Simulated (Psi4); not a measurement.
# CH3FSZn (SMILES C[S][Zn][F]): the HOMO–LUMO gap, rung by rung

The species is CH3FSZn (7 atoms), meant as a singlet with charge 0. SMILES: `C[S][Zn][F]`. The shape was relaxed beforehand at PBE0/def2-TZVP.

Each level gives the HOMO–LUMO gap (eV). The values are calculated.

```json
{"level": "PBE-D4/def2-TZVPP (density fitting)", "kind": "GGA", "program": "Psi4", "value (eV)": "3.84", "CPU time": "35 s"}
{"level": "r2SCAN-D4/def2-TZVPP (density fitting)", "kind": "meta-GGA", "program": "Psi4", "value (eV)": "4.38", "CPU time": "76 s"}
{"level": "B3LYP-D4/def2-TZVPP (density fitting)", "kind": "global hybrid", "program": "Psi4", "value (eV)": "5.37", "CPU time": "34 s"}
{"level": "PBE0-D4/def2-TZVPP (density fitting)", "kind": "global hybrid", "program": "Psi4", "value (eV)": "5.92", "CPU time": "35 s"}
{"level": "wB97M-V/def2-TZVPP (density fitting)", "kind": "range-separated hybrid", "program": "Psi4", "value (eV)": "9.80", "CPU time": "86 s"}
```

The values span 3.84 to 9.80 eV. Orbital gaps aren't excitation energies; they tend to grow with the share of exact exchange. CPU times are rough (shared hosts, several kinds of processor): they show what a rung costs within a factor of a few.

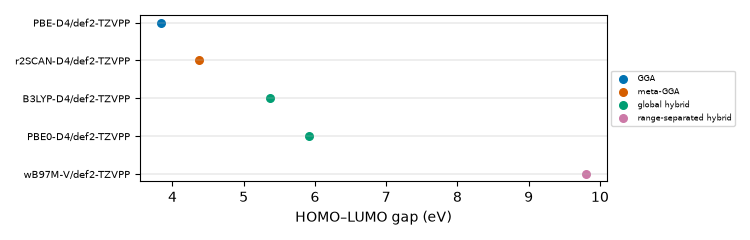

The values of the table, level by level.
